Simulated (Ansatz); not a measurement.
# Series on aqueous H3O+ and Cl-, mol of acid per kg of water, by salt concentration

How do pressure, forces, levels, charges and cost change as salt is added?

Computed with Ansatz 0.2.0: Kohn-Sham DFT, PBEsol, PAW (set soft_2). Every run is a single point, with the atoms held where the recipe put them (cutoff of the plane-wave runs 420 eV, fixed occupations).

First member: 67 H2O, 1 H3O+, 1 Cl- placed at random, at 1.01 g/cm³; overlaps pushed apart, then 10 ps at 420 K with Joung-Cheatham ions (J. Phys. Chem. B 112, 9020 (2008)); MMFF94 bonds, angles, torsions, charges and radii (Halgren, J. Comput. Chem. 17, 490 (1996)) in harmonic and 12-6 forms; SPC/E water (Berendsen, Grigera and Straatsma, J. Phys. Chem. 91, 6269 (1987)). Snapshot after 20 ps at 280 K and fixed volume.

Last member: 59 H2O, 6 H3O+, 6 Cl- placed at random, at 1.09 g/cm³; overlaps pushed apart, then 10 ps at 420 K with Joung-Cheatham ions (J. Phys. Chem. B 112, 9020 (2008)); MMFF94 bonds, angles, torsions, charges and radii (Halgren, J. Comput. Chem. 17, 490 (1996)) in harmonic and 12-6 forms; SPC/E water (Berendsen, Grigera and Straatsma, J. Phys. Chem. 91, 6269 (1987)). Snapshot after 20 ps at 280 K and fixed volume.

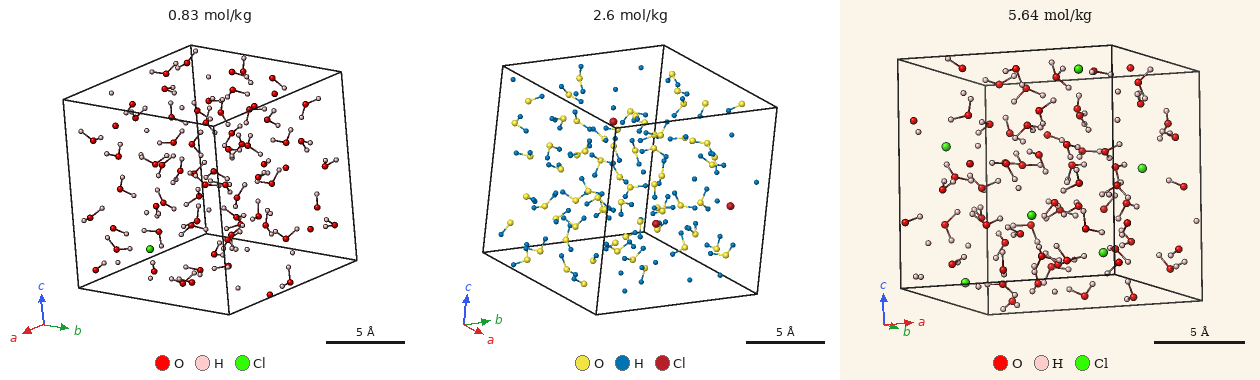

Three members of the series, labelled by salt concentration. Bonds to atoms that aren't drawn are left out. Some periodic images of atoms are drawn too.

The members:

```
salt concentration (mol/kg)  reduced formula  atoms  valence electrons  k-mesh        basis  density (g/cm³)
                       0.83        H137ClO68    206                552   1×1×1  plane waves             1.01
                       1.68         H69ClO34    208                560   1×1×1  plane waves             1.03
                        2.6       H137Cl3O67    207                560   1×1×1  plane waves             1.04
                       3.58        H68Cl2O33    206                560   1×1×1  plane waves             1.06
                       5.64       H136Cl6O65    207                568   1×1×1  plane waves             1.09
```

Each cell is one sample from a classical run, so sample-to-sample scatter enters every column; pressures lack the kinetic term, and hold the strain of bonds inside molecules, whose lengths the classical model set.

The input of the first member, without its atom lines; other members have their own cell and atoms, and may differ in mesh, basis and outputs:

```yaml
crystal:
  lattice:
    - [12.74011, 0.0, 0.0]
    - [0.0, 12.74011, 0.0]
    - [0.0, 0.0, 12.74011]
  atoms:
    [... 206 lines ...]
kpoints:
  mp_grid: { grid: [1, 1, 1] }
hamiltonian:
  xc: pbesol
scf:
  occupations: { method: fixed }
output:
  forces: true
  stress: true
  populations: true
  dos:
    method: { smearing: { sigma: 0.15 } }
    de: 0.1
    projected: { site_lists: { Cl: [Cl], H: [H], O: [O] } }
  eigenvalues: true
  write_density: true
  write_potential: true
  volumetric_format: npy
```

Q: What do these runs give, and what do they cost?

Results; charges are mean Löwdin charges in e:

```
salt concentration (mol/kg)  pressure (GPa)  r.m.s. force (eV/Å)  gap (eV)  q(Cl)   q(O)   q(H)
                       0.83           -2.68                0.480                4.03  -0.54  -0.69  +0.39
                       1.68           -2.38                0.477                3.91  -0.51  -0.69  +0.39
                        2.6           -2.46                0.492                3.82  -0.51  -0.68  +0.39
                       3.58           -2.15                0.464                4.05  -0.53  -0.68  +0.39
                       5.64           -2.31                0.517                3.71  -0.53  -0.68  +0.39
```

The gap is that between the highest filled and lowest empty Kohn-Sham level on the run's k-points, and semilocal functionals tend to put gaps under measured ones. The projection misses up to 0.029 e an atom, so the charges add up to more than the cell's charge. Each mean runs over all atoms of an element, whatever their surroundings.

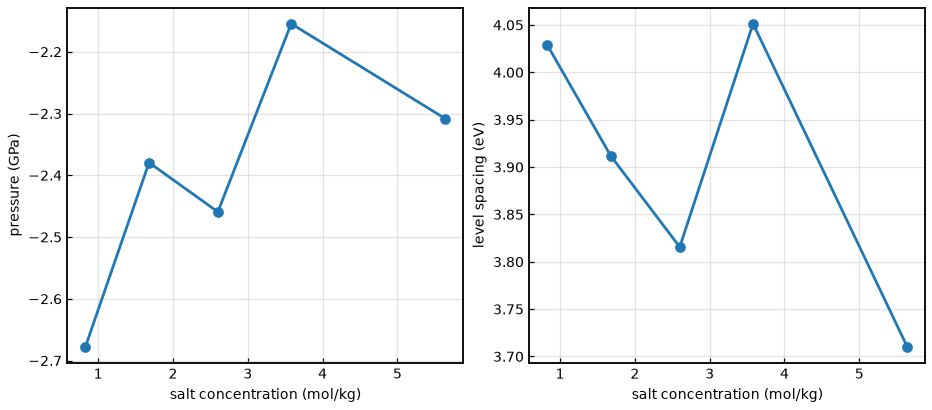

Results against salt concentration.

Cost on 8 threads of Arm Neoverse N1, shared host:

```
salt concentration (mol/kg)  atoms              basis  k-mesh  SCF cycles     time  host memory (GiB)  Δ force from the first basis (meV/Å)
                       0.83    206        plane waves   1×1×1           9     38 s                2.9                                     -
                       0.83    206  support functions   1×1×1          12  1.8 min                4.7                                    13
                       1.68    208        plane waves   1×1×1           9     40 s                3.0                                     -
                       1.68    208  support functions   1×1×1          12  1.8 min                4.7                                    13
                        2.6    207        plane waves   1×1×1           9     39 s                3.0                                     -
                        2.6    207  support functions   1×1×1          12  1.8 min                4.7                                    13
                       3.58    206        plane waves   1×1×1           9     40 s                3.0                                     -
                       3.58    206  support functions   1×1×1          12  1.8 min                4.7                                    13
                       5.64    207        plane waves   1×1×1           9     40 s                3.0                                     -
                       5.64    207  support functions   1×1×1          12  1.9 min                4.8                                    12
```

The force difference holds the basis error of the plane-wave run too, whose cutoff is lower than the one behind the functions' grid. Times include the outputs that each run asked for, on hosts shared with other jobs.

The gap is lowest at 5.64 mol/kg (3.71 eV) and highest at 3.58 mol/kg (4.05 eV), with no steady trend; in single samples it varies with the configuration. The pressure is lowest at 0.83 mol/kg (-2.7 GPa) and highest at 3.58 mol/kg (-2.2 GPa); the recipes set unlike densities, and the bond lengths of the classical model enter the pressure too. Support functions take 2.7 to 2.9 times the wall time of plane waves (the times hold unlike extra outputs; shared hosts, so rough).

Caveats: The network of contacts between molecules at the start is that of the classical potential that made the cell, and needn't be the one that DFT or experiment would give. The functional has no dispersion term, which matters between molecules.

[Logs are printed without paths, hosts, clocks, repeated set-up lines and the standing remarks that a program may print on its own settings, such as how far it seeks lower states.]

[Hosts, paths, dates, database ids (printed as entryN), source tags and the programs' standing remarks are cut or masked in the printed files.]

[The MMFF94 radii named for the starting cell were scaled by 0.96; in molecules described by MMFF94, hydrogen bound to N, O or S took a small fixed 12-6 site in their place.]
